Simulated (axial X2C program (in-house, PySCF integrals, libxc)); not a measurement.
# MgB: bond curves with and without spin–orbit coupling

Aim: find the lowest determinant of MgB, scan the bond at several levels and fit the constants, once spin-free and once with spin–orbit coupling.

Method: all-electron X2C, Mg dyall-cv3z, B dyall-v3z; program: an in-house X2C program for linear molecules on PySCF integrals.

All values are calculated.

### Step 1. Set-up

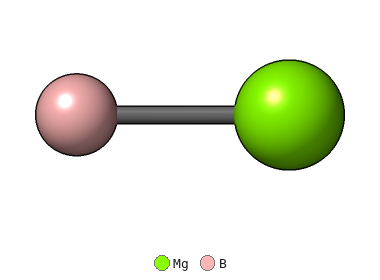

The two atoms at 2.240 Å (magnesium green, boron pink).

Contents of task.json:

```json
{"zs": [12, 5], "q": 0, "bas": ["dyall-cv3z", "dyall-v3z"], "levels": ["PBE0", "HF", "PBEsol"], "cc": true, "r0": 2.24, "thr": -2.0, "nmax": 90, "npts": 10, "nst": 2, "ntry": 6}
```

Keys: zs atomic numbers; q charge; bas basis sets; levels methods (HF also brings MP2); cc coupled cluster on or off; r0 starting distance in Å; thr threshold in hartree for freezing inner shells (an s shell follows its p shell); nmax most natural virtual spinors; npts points asked for on the curve; nst determinants followed; ntry starts of the search.

Started as:

```sh
$ python so2c.py task.json out
```

Spin-free means the one-electron spin-free X2C Hamiltonian; two-component (2c) means X2C with spin–orbit coupling and atomic mean-field two-electron Coulomb and Gaunt terms. Basis: Mg dyall-cv3z contracted to [9s8p6d3f], B dyall-v3z contracted to [7s6p2d1f]; Gaussian nuclei, density fitting. Masses: Mg 23.985 u, B 11.009 u.

Notation: σ, π±, δ± give the projection m of an orbital's angular momentum (0, ±1, ±2), α and β its spin, Λ and M_S the sums; ω is the projection of a spinor's total angular momentum and Ω the sum. Logs are in hartree.

The results follow Hamiltonian by Hamiltonian and level by level.

### Step 2. Search for the lowest determinant

PBE0 moves the distance from 2.240 Å to 2.381 Å and compares determinants there.

Spin-free determinants:

```
ΔE (eV)             state                         open shells
   0.00  M_S = 1/2, Λ = 1           beyond closed shells: π+α
   0.54  M_S = 1/2, Λ = 0            beyond closed shells: σα
   0.79  M_S = 3/2, Λ = 1   beyond closed shells: 2 × σα, π+α
   0.89  M_S = 3/2, Λ = 0  beyond closed shells: σα, π+α, π-α
   1.21  M_S = 1/2, Λ = 1   beyond closed shells: 2 × σα, π+β
   1.36  M_S = 1/2, Λ = 0  beyond closed shells: σβ, π+α, π-α
   1.90  M_S = 1/2, Λ = 2  beyond closed shells: σα, π+α, π+β
```

Two-component determinants:

```csv
ΔE (eV),state,open shells
0.00,Ω = 1/2,excess of +ω over −ω: ω = 1/2
0.00,Ω = 3/2,excess of +ω over −ω: ω = 3/2
0.79,Ω = 5/2,"excess of +ω over −ω: 2 × ω = 1/2, ω = 3/2"
1.21,Ω = 3/2,excess of +ω over −ω: 3 × ω = 1/2
1.21,Ω = 1/2,"excess of +ω over −ω: 2 × ω = -1/2, ω = 3/2"
```

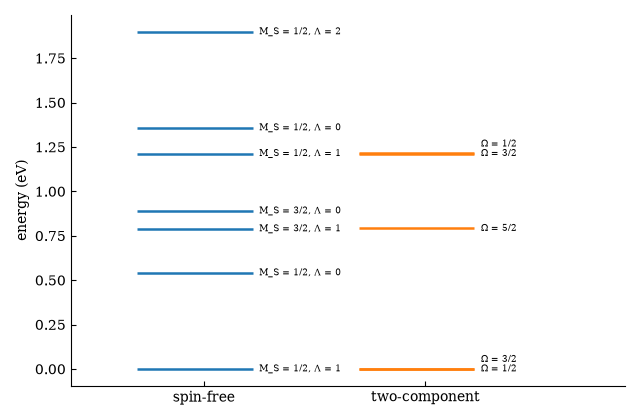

The determinants found, each set from its own lowest.

### Step 3. PBE0, spin-free

State followed: M_S = 1/2, Λ = 1 (beyond closed shells: π+α). The scan is laid around 2.381 Å, a first estimate of the minimum, and this SCF restarts from the orbitals of the search.

Output at 2.381 Å:

```text
spin-free X2C-1e  PBE0
basis functions 126  fitting functions 573  grid points 4360
iter        total energy     max residual
   1       -224.930252314     5.80e-05
   2       -224.930252341     3.79e-05
   3       -224.930252351     7.64e-06
converged
one-electron -338.85434470  Coulomb 120.86502704  exact exchange -4.94982547  xc functional -15.32610823  nuclear repulsion 13.33499902
```

Along the bond, energies from the lowest point:

| R (Å) | E (eV) | μ (D) | HOMO (eV) | LUMO (eV) | iterations |
| --- | --- | --- | --- | --- | --- |
| 2.071 | 0.2647 | -1.96 | -5.18 | -3.00 | 24 |
| 2.167 | 0.1052 | -2.11 | -5.06 | -2.90 | 17 |
| 2.238 | 0.0392 | -2.20 | -4.99 | -2.83 | 15 |
| 2.310 | 0.0069 | -2.28 | -4.92 | -2.76 | 13 |
| 2.381 | 0.0000 | -2.35 | -4.87 | -2.71 | 3 |
| 2.464 | 0.0147 | -2.40 | -4.83 | -2.66 | 13 |
| 2.548 | 0.0459 | -2.42 | -4.80 | -2.61 | 13 |
| 2.655 | 0.0999 | -2.41 | -4.78 | -2.57 | 13 |
| 2.786 | 0.1748 | -2.33 | -4.77 | -2.54 | 14 |
| 2.976 | 0.2828 | -2.15 | -4.80 | -2.52 | 13 |

Dipoles are positive if B is the positive end.

Outer orbitals at the reference distance:

```csv
symmetry,occupied,ε (eV),atomic character
σα,yes,-11.34,"71% B s, 12% Mg s, 11% Mg p"
σβ,yes,-9.75,"65% B s, 18% Mg s, 10% Mg p"
σα,yes,-5.96,"58% B p, 33% Mg s, 7% B s"
σβ,yes,-5.54,"56% Mg s, 19% Mg p, 15% B p"
π+α,yes,-4.87,"84% B p, 11% Mg p, 4% Mg d"
π-α,no,-2.71,"76% B p, 20% Mg p, 4% Mg d"
σα,no,-2.33,"40% Mg s, 30% Mg p, 26% B p"
π+β,no,-1.86,"51% B p, 48% Mg p"
π-β,no,-1.86,"51% B p, 48% Mg p"
```

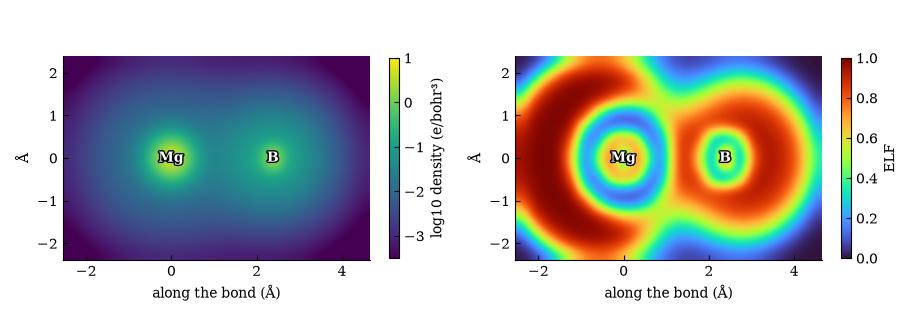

PBE0 fields in a plane through the axis, from a grid of 0.3 Å; Mg lies at z = 0 and B at z = 2.381 Å; the ELF is damped to zero where the density is low.

Re = 2.369 Å, ωe = 370 cm⁻¹, ωexe = 5.94 cm⁻¹, Be = 0.3982 cm⁻¹, De = 0.625 eV, μ = -2.34 D. ⟨S²⟩ = 1.09 against 0.75 for a pure state, so this determinant mixes spins.

### Step 4. HF, spin-free

The SCF at the reference distance of 2.381 Å:

```text
spin-free X2C-1e  HF
basis functions 126  fitting functions 573  grid points 4360
iter        total energy     max residual
   1       -224.453620526     1.00e-01
   2       -224.465303388     1.28e-02
   3       -224.469556751     2.34e-02
   4       -224.471690005     2.17e-02
   5       -224.472725489     6.21e-03
   6       -224.473114465     3.76e-03
   7       -224.473157357     2.06e-03
   8       -224.473171886     1.97e-04
   9       -224.473172419     1.15e-04
  10       -224.473172596     3.03e-05
  11       -224.473172628     2.07e-05
  12       -224.473172645     1.62e-05
  13       -224.473172648     6.82e-06
  14       -224.473172649     2.04e-06
converged
one-electron -338.74347523  Coulomb 120.82080999  exact exchange -19.88550643  xc functional 0.00000000  nuclear repulsion 13.33499902
```

Re = 2.319 Å, ωe = 434 cm⁻¹, ωexe = 6.45 cm⁻¹, Be = 0.4152 cm⁻¹, De = 0.327 eV, μ = -2.18 D. ⟨S²⟩ = 1.57 against 0.75 for a pure state, so this determinant mixes spins.

### Step 5. PBEsol, spin-free

The SCF at the reference distance of 2.381 Å:

```text
spin-free X2C-1e  PBEsol
basis functions 126  fitting functions 573  grid points 4360
iter        total energy     max residual
   1       -224.338866876     1.07e-01
   2       -224.341329708     5.69e-03
   3       -224.341557959     1.98e-02
   4       -224.341895134     7.17e-03
   5       -224.342084361     5.55e-03
   6       -224.342148135     1.60e-03
   7       -224.342160697     2.42e-04
   8       -224.342160941     1.71e-04
   9       -224.342161163     1.20e-05
  10       -224.342161165     7.06e-06
converged
one-electron -338.73330483  Coulomb 120.69072318  exact exchange 0.00000000  xc functional -19.63457854  nuclear repulsion 13.33499902
```

Re = 2.371 Å, ωe = 379 cm⁻¹, ωexe = 4.25 cm⁻¹, Be = 0.3973 cm⁻¹, De = 0.889 eV, μ = -2.46 D. ⟨S²⟩ = 0.85 against 0.75 for a pure state, so this determinant mixes spins.

### Step 6. Correlated methods, spin-free

Correlated methods: 5 electrons correlated (frozen shells, counted by type: Mg 2 s, 1 p; B 1 s), 221 virtual spinors in MP2, 77 natural virtuals in coupled cluster.

Output of the correlated part at 2.381 Å:

```text
correlated 5  virtual 221  natural virtual 77  E(MP2) -0.069255030  MP2 remainder -0.001355945
iter   CCSD correlation   residual
   1     -0.081663815   1.23e-01
   2     -0.088970560   6.59e-02
   3     -0.091362142   3.80e-02
   4     -0.092671805   2.52e-02
   5     -0.093682525   1.74e-02
   6     -0.094156170   9.86e-03
   7     -0.094335028   4.93e-03
   8     -0.094304030   2.27e-03
   9     -0.094328215   1.23e-03
  10     -0.094327727   6.52e-04
  11     -0.094340728   2.93e-04
  12     -0.094338870   1.24e-04
  13     -0.094339312   5.11e-05
  14     -0.094339596   2.41e-05
  15     -0.094340112   1.11e-05
  16     -0.094340233   4.32e-06
  17     -0.094340240   1.70e-06
(T) -0.005168371  T1 0.1050  D1 0.1802  max T2 0.157
```

T1 in the output is the amplitude norm over the root of the electron number; divide by √2 for the Lee–Taylor value.

MP2: No constants are quoted: the reference is strongly spin-contaminated.

CCSD: Re = 2.404 Å, ωe = 313 cm⁻¹, ωexe = 14.9 cm⁻¹, Be = 0.3864 cm⁻¹, De = 0.217 eV. T1 at Re = 0.075 (Lee–Taylor, the printed value over √2).

CCSD(T): Re = 2.418 Å, ωe = 307 cm⁻¹, ωexe = 11.8 cm⁻¹, Be = 0.3821 cm⁻¹, De = 0.325 eV. T1 at Re = 0.076 (Lee–Taylor, the printed value over √2).

### Step 7. A higher determinant, spin-free

State: M_S = 1/2, Λ = 0 (beyond closed shells: σα).

Output at the reference distance:

```text
spin-free X2C-1e  PBE0
basis functions 126  fitting functions 573  grid points 4360
iter        total energy     max residual
   1       -224.910381658     7.81e-05
   2       -224.910381695     5.16e-05
   3       -224.910381705     4.86e-06
   4       -224.910381705     2.11e-06
converged
one-electron -338.92215868  Coulomb 120.96185668  exact exchange -4.95243323  xc functional -15.33264550  nuclear repulsion 13.33499902
```

| R (Å) | E above the lowest PBE0 point (eV) |
| --- | --- |
| 2.071 | 1.244 |
| 2.167 | 0.925 |
| 2.238 | 0.755 |
| 2.310 | 0.630 |
| 2.381 | 0.541 |
| 2.464 | 0.472 |
| 2.548 | 0.431 |
| 2.655 | 0.408 |
| 2.786 | 0.408 |

No constants are quoted: too few points lie around the minimum for a second fit to confirm the first.

### Step 8. The spin-free curves together

Energy (eV) of the followed determinant, spin-free, from each level's lowest point:

| R (Å) | PBE0 | HF | MP2 (spin-contaminated) | CCSD | CCSD(T) | PBEsol |
| --- | --- | --- | --- | --- | --- | --- |
| 2.071 | 0.265 | 0.232 | 0.241 | n/a | n/a | 0.274 |
| 2.167 | 0.105 | 0.076 | 0.085 | 0.124 | 0.133 | 0.111 |
| 2.238 | 0.039 | 0.019 | 0.024 | 0.052 | 0.059 | 0.042 |
| 2.310 | 0.007 | 0.000 | 0.000 | 0.014 | 0.017 | 0.008 |
| 2.381 | 0.000 | 0.009 | 0.002 | 0.000 | 0.000 | 0.000 |
| 2.464 | 0.015 | 0.044 | 0.029 | 0.003 | 0.001 | 0.015 |
| 2.548 | 0.046 | 0.095 | 0.071 | 0.019 | 0.015 | 0.049 |
| 2.655 | 0.100 | 0.171 | 0.136 | 0.046 | 0.042 | 0.110 |
| 2.786 | 0.175 | 0.261 | 0.212 | n/a | n/a | 0.199 |
| 2.976 | 0.283 | 0.356 | 0.282 | n/a | n/a | 0.335 |

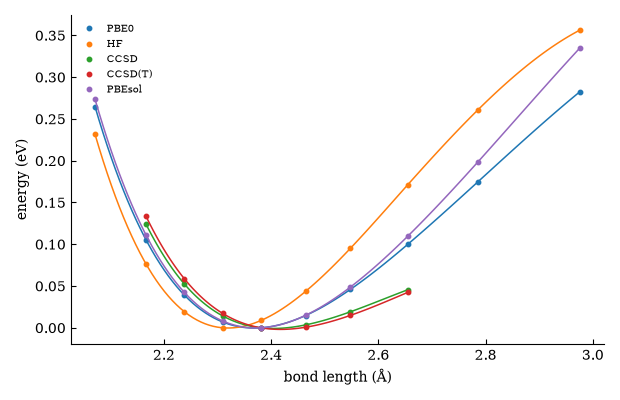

Curves of the followed state, spin-free, each from its own lowest point. Left out: MP2.

### Step 9. PBE0, 2c

State followed: Ω = 1/2 (excess of +ω over −ω: ω = 1/2). The scan is laid around 2.381 Å, a first estimate of the minimum, and this SCF restarts from the orbitals of the search.

Output at 2.381 Å:

```text
two-component X2C + atomic mean field  PBE0
basis functions 126  fitting functions 573  grid points 4360
iter        total energy     max residual
   1       -224.908660451     3.24e-05
   2       -224.908660460     1.18e-05
converged
one-electron -338.79583295  Coulomb 120.84687381  exact exchange -4.94913413  xc functional -15.32397740  nuclear repulsion 13.33499902  atomic mean-field constant -0.02158880
```

Along the bond, energies from the lowest point:

| R (Å) | E (eV) | μ (D) | HOMO (eV) | LUMO (eV) | iterations |
| --- | --- | --- | --- | --- | --- |
| 2.071 | 0.2648 | -1.96 | -5.18 | -3.00 | 24 |
| 2.167 | 0.1053 | -2.11 | -5.06 | -2.89 | 17 |
| 2.238 | 0.0392 | -2.20 | -4.99 | -2.82 | 15 |
| 2.310 | 0.0069 | -2.28 | -4.93 | -2.76 | 13 |
| 2.381 | 0.0000 | -2.35 | -4.87 | -2.71 | 2 |
| 2.464 | 0.0147 | -2.40 | -4.83 | -2.66 | 13 |
| 2.548 | 0.0459 | -2.42 | -4.80 | -2.61 | 13 |
| 2.655 | 0.0999 | -2.41 | -4.78 | -2.57 | 13 |
| 2.786 | 0.1748 | -2.33 | -4.77 | -2.54 | 14 |
| 2.976 | 0.2827 | -2.15 | -4.80 | -2.52 | 13 |

Dipoles are positive if B is the positive end.

Outer spinors at the reference distance:

| ω | occupied | ε (eV) | atomic character | λ mixture |
| --- | --- | --- | --- | --- |
| -1/2 | yes | -11.34 | 71% B s, 12% Mg s, 11% Mg p | 100% σ |
| 1/2 | yes | -9.75 | 65% B s, 18% Mg s, 10% Mg p | 100% σ |
| -1/2 | yes | -5.96 | 58% B p, 33% Mg s, 7% B s | 100% σ |
| 1/2 | yes | -5.54 | 56% Mg s, 19% Mg p, 15% B p | 100% σ |
| 1/2 | yes | -4.87 | 84% B p, 11% Mg p, 4% Mg d | 100% π |
| -3/2 | no | -2.71 | 76% B p, 20% Mg p, 4% Mg d | 100% π |
| -1/2 | no | -2.33 | 40% Mg s, 30% Mg p, 26% B p | 100% σ |
| -1/2 | no | -1.86 | 50% B p, 48% Mg p | 100% π |
| 3/2 | no | -1.85 | 51% B p, 48% Mg p | 100% π |

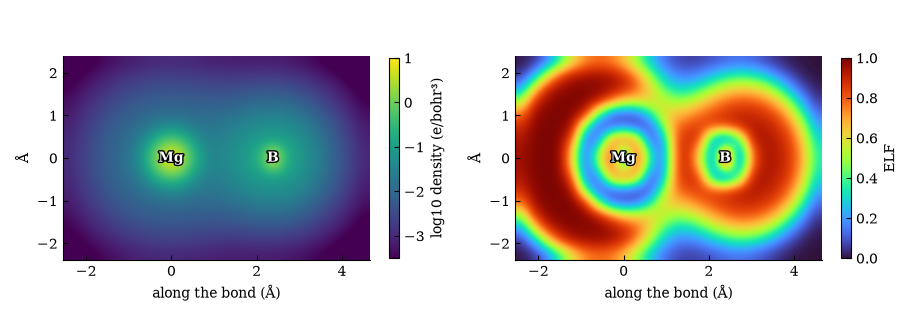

PBE0 fields in a plane through the axis, from a grid of 0.3 Å; Mg lies at z = 0 and B at z = 2.381 Å; the ELF is damped to zero where the density is low.

Re = 2.369 Å, ωe = 370 cm⁻¹, ωexe = 5.94 cm⁻¹, Be = 0.3982 cm⁻¹, De = 0.625 eV, μ = -2.34 D.

### Step 10. HF, 2c

Output at 2.381 Å:

```text
two-component X2C + atomic mean field  HF
basis functions 126  fitting functions 573  grid points 4360
iter        total energy     max residual
   1       -224.432085462     1.00e-01
   2       -224.443766043     1.28e-02
   3       -224.448019141     2.34e-02
   4       -224.450153054     2.17e-02
   5       -224.451188946     6.22e-03
   6       -224.451578376     3.77e-03
   7       -224.451621302     2.06e-03
   8       -224.451635847     1.97e-04
   9       -224.451636381     1.15e-04
  10       -224.451636558     3.03e-05
  11       -224.451636590     2.08e-05
  12       -224.451636608     1.64e-05
  13       -224.451636611     6.96e-06
  14       -224.451636612     2.41e-06
converged
one-electron -338.68490860  Coulomb 120.80259576  exact exchange -19.88273399  xc functional 0.00000000  nuclear repulsion 13.33499902  atomic mean-field constant -0.02158880
```

No constants are quoted: the solution changes its character somewhere along the scan, so the fit is set aside.

### Step 11. PBEsol, 2c

Output at 2.381 Å:

```text
two-component X2C + atomic mean field  PBEsol
basis functions 126  fitting functions 573  grid points 4360
iter        total energy     max residual
   1       -224.317318822     1.07e-01
   2       -224.319781667     5.71e-03
   3       -224.320008379     1.99e-02
   4       -224.320348318     7.18e-03
   5       -224.320537164     5.54e-03
   6       -224.320601436     1.61e-03
   7       -224.320614168     2.40e-04
   8       -224.320614414     1.71e-04
   9       -224.320614636     1.21e-05
  10       -224.320614638     6.32e-06
converged
one-electron -338.67489505  Coulomb 120.67266693  exact exchange 0.00000000  xc functional -19.63179673  nuclear repulsion 13.33499902  atomic mean-field constant -0.02158880
```

Re = 2.371 Å, ωe = 379 cm⁻¹, ωexe = 4.25 cm⁻¹, Be = 0.3973 cm⁻¹, De = 0.889 eV, μ = -2.46 D.

### Step 12. MP2 and beyond, 2c

Correlated methods: 5 electrons correlated (frozen shells, counted by type: Mg 2 s, 1 p; B 1 s), 221 virtual spinors in MP2, 77 natural virtuals in coupled cluster.

Output of the correlated part at 2.381 Å:

```text
correlated 5  virtual 221  natural virtual 77  E(MP2) -0.069258135  MP2 remainder -0.001356101
iter   CCSD correlation   residual
   1     -0.081667031   1.23e-01
   2     -0.088973865   6.59e-02
   3     -0.091365618   3.80e-02
   4     -0.092675885   2.52e-02
   5     -0.093687241   1.75e-02
   6     -0.094161064   9.86e-03
   7     -0.094339882   4.93e-03
   8     -0.094308847   2.27e-03
   9     -0.094333011   1.23e-03
  10     -0.094332506   6.52e-04
  11     -0.094345501   2.93e-04
  12     -0.094343645   1.24e-04
  13     -0.094344088   5.10e-05
  14     -0.094344372   2.41e-05
  15     -0.094344888   1.12e-05
  16     -0.094345010   4.44e-06
  17     -0.094345017   1.94e-06
(T) -0.005169159  T1 0.1050  D1 0.1802  max T2 0.157
```

MP2: No constants are quoted: the reference changes its character somewhere along the scan, so the fit is set aside.

CCSD: No constants are quoted: the reference changes its character somewhere along the scan, so the fit is set aside.

CCSD(T): No constants are quoted: the reference changes its character somewhere along the scan, so the fit is set aside.

### Step 13. A higher determinant, 2c

State: Ω = 3/2 (excess of +ω over −ω: ω = 3/2).

Output at the reference distance:

```text
two-component X2C + atomic mean field  PBE0
basis functions 126  fitting functions 573  grid points 4360
iter        total energy     max residual
   1       -224.908594281     3.70e-05
   2       -224.908594292     1.31e-05
   3       -224.908594294     3.79e-06
converged
one-electron -338.79539031  Coulomb 120.84647219  exact exchange -4.94913146  xc functional -15.32395492  nuclear repulsion 13.33499902  atomic mean-field constant -0.02158880
```

| R (Å) | E above the lowest PBE0 point (eV) |
| --- | --- |
| 2.071 | 0.267 |
| 2.167 | 0.107 |
| 2.238 | 0.041 |
| 2.310 | 0.009 |
| 2.381 | 0.002 |
| 2.464 | 0.016 |
| 2.548 | 0.048 |
| 2.655 | 0.101 |
| 2.786 | 0.176 |

Re = 2.369 Å, ωe = 369 cm⁻¹, ωexe = 5.94 cm⁻¹, Be = 0.3981 cm⁻¹, μ = -2.34 D. Te = 0.00 eV.

### Step 14. The 2c curves together

Energy (eV) of the followed determinant, 2c, from each level's lowest point:

| R (Å) | PBE0 | HF (jumps) | MP2 (its reference jumps) | CCSD (its reference jumps) | CCSD(T) (its reference jumps) | PBEsol |
| --- | --- | --- | --- | --- | --- | --- |
| 2.071 | 0.265 | 0.232 | 0.241 | n/a | n/a | 0.274 |
| 2.167 | 0.105 | 0.076 | 0.085 | 0.124 | 0.134 | 0.111 |
| 2.238 | 0.039 | 0.019 | 0.025 | 0.053 | 0.059 | 0.042 |
| 2.310 | 0.007 | 0.000 | 0.000 | 0.014 | 0.017 | 0.008 |
| 2.381 | 0.000 | 0.009 | 0.002 | 0.000 | 0.000 | 0.000 |
| 2.464 | 0.015 | 0.044 | 0.028 | 0.003 | 0.001 | 0.015 |
| 2.548 | 0.046 | 0.095 | 0.071 | 0.019 | 0.015 | 0.049 |
| 2.655 | 0.100 | 0.171 | 0.135 | 0.045 | 0.042 | 0.110 |
| 2.786 | 0.175 | 0.261 | 0.211 | n/a | n/a | 0.199 |
| 2.976 | 0.283 | 0.346 | 0.308 | n/a | n/a | 0.335 |

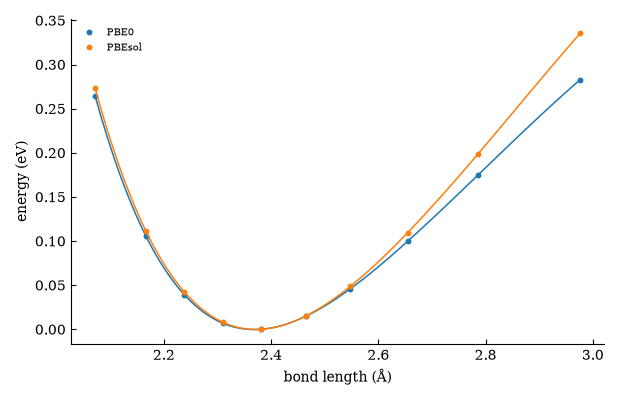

Curves of the followed state, 2c, each from its own lowest point. Left out: HF, MP2, CCSD, CCSD(T).

The whole job took 43 s on 1 thread of Arm Neoverse V1, shared host; peak memory 0.31 GiB.

### Step 15. Constants

Lowest determinant that the search found at its distance, spin-free: M_S = 1/2, Λ = 1 (beyond closed shells: π+α).

Lowest determinant that the search found at its distance, 2c: Ω = 1/2 (excess of +ω over −ω: ω = 1/2).

```tsv
Hamiltonian	level	Re (Å)	ωe (cm⁻¹)	De (eV)	μ (D)
spin-free	PBE0	2.369	370	0.625	-2.34
spin-free	HF	2.319	434	0.327	-2.18
spin-free	CCSD	2.404	313	0.217	n/a
spin-free	CCSD(T)	2.418	307	0.325	n/a
spin-free	PBEsol	2.371	379	0.889	-2.46
2c	PBE0	2.369	370	0.625	-2.34
2c	PBEsol	2.371	379	0.889	-2.46
```

Dipoles are positive if B is the positive end. No constants: spin-free MP2 (the reference is strongly spin-contaminated); 2c HF (the solution changes its character somewhere along the scan, so the fit is set aside); 2c MP2 (the reference changes its character somewhere along the scan, so the fit is set aside); 2c CCSD (the reference changes its character somewhere along the scan, so the fit is set aside); 2c CCSD(T) (the reference changes its character somewhere along the scan, so the fit is set aside). Spin-free ⟨S²⟩ is off its pure value at PBE0 1.09, HF 1.57, PBEsol 0.85.

Time per point (s) on 1 thread of Arm Neoverse V1, shared host (2c runs); the times are rough: PBE0 0.3, PBEsol 0.24.

What this shows: At PBE0, going from spin-free to two-component changes Re by 0 mÅ, ωe by 0.0 %; the spin-free picture holds up (part of it comes from the scalar share of the two-electron terms). De moves by 0.00 eV; both De rest on single-determinant atoms, which can miss part of an open shell's spin–orbit lowering.

De refers to Mg + B, each in the lowest determinant found, which need not be this curve's own limit. The state is a single determinant with fixed occupations, the lowest that a limited PBE0 search found. Dissociation energies refer to the lowest single-determinant-based atoms at the same level and basis. Density functionals use the spin component along the axis (collinear). Coupled cluster ran in a truncated set of natural virtual spinors; the MP2 energy of the rest was added. The spin-free determinant is spin-contaminated at some levels. T1 at Re is 0.076 (Lee–Taylor), above the customary mark of 0.02.
